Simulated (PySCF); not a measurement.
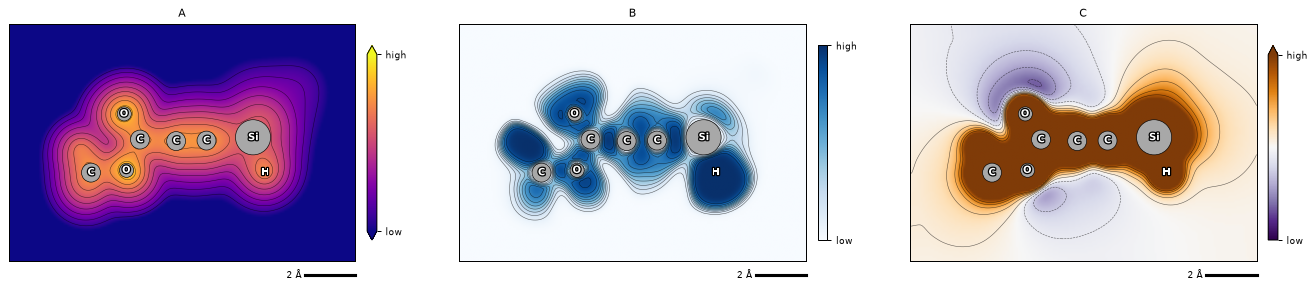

C₄H₉O₂PSi₂: 3 fields on the plane of atoms C6, Si7 and H13, with unlabelled colour scales. Grey discs cover the atomic cores.

Geometry: GFN2-xTB.

Computed with PBE0/pcSseg-1, SCF density, gas phase, non-relativistic in PySCF 2.14.0.

**Which field does each panel show? The fields are: electron density, electron localisation function and electrostatic potential.**

Panel A: electron density. Panel B: electron localisation function. Panel C: electrostatic potential (strongly positive close to the atoms, with negative regions outside electron-rich atoms). From the grid: C–O (1.21 Å): the density is about 3.3 e/Å³ at the midpoint; the ELF peaks at about 0.85 between the atoms; a multiple bond. C–C (1.21 Å): ρ at the midpoint is about 2.7 e/Å³; the ELF peaks at about 0.90 between the atoms: a short, multiple covalent bond.
